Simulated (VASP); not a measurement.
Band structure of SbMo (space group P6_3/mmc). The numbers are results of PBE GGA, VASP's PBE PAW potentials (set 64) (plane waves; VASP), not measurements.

Unless said otherwise, spin-orbit coupling is left out, though it shifts the bands of the heavy elements here.

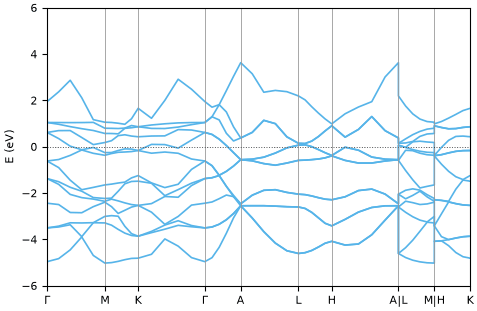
Fig. 1. Bands along high-symmetry lines, zero at the valence-band maximum or, without a gap, the Fermi level

### Question
Read the plot: is there a gap, and where are the band edges?

### Answer
It has no gap at this level: it comes out as a metal or semimetal.

The structure was generated: SbMo was put into an ordered model structure, which need not be its known phase. The cell was not relaxed at this level. The k-mesh is coarse (spacing up to 0.35 per Å, 2π included), so the numbers may not be converged in it.
